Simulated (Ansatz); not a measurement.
**Profile along the Cr–F line in MgCrF6 (space group R-3)**

MgCrF₆ (space group R-3)

```xyz
8
Lattice="2.5117 1.4501 4.4001 -2.5117 1.4501 4.4001 0.0000 -2.9003 4.4001" Properties=species:S:1:pos:R:3 pbc="T T T"
Mg     0.0000     0.0000     6.6002
Cr     0.0000     0.0000     0.0000
F     -1.5949    -0.2810     7.7430
F      1.5949     0.2810     5.4573
F      0.5541     1.5218     7.7430
F     -0.5541    -1.5218     5.4573
F      1.0408    -1.2407     7.7430
F     -1.0408     1.2407     5.4573
```

Fields along a shortest Cr–F line of a (-1 1 0 4) plane (1.82 Å), from Cr to F, interpolated on the slice's grid (step about 0.3 Å). Computed with r2SCAN (plane waves to 500 eV, PAW, scalar-relativistic; Ansatz, an electronic-structure program). k mesh 8×8×8. These are valence fields of a PAW run, semicore shells included where kept as valence: close to a nucleus they are smooth pseudo fields. MgCrF6 is run spin-polarised and with no Hubbard U. MgCrF6 was relaxed with its symmetry unable to fall. Relaxed MgCrF6 ends ferromagnetic. The magnetic order is the one the run started from; other orders were not tried.

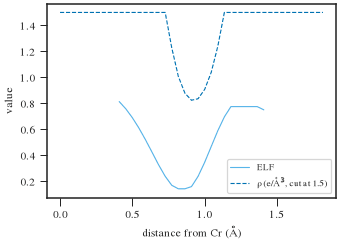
Figure: ELF (away from the nuclei) and valence density from Cr to F.

Density on the Cr–F line (1.82 Å) at its midpoint: 0.82 e/Å³. ELF at that point: 0.16. ELF maximum in the middle third of the Cr–F line: 0.78, 1.2 Å from Cr.
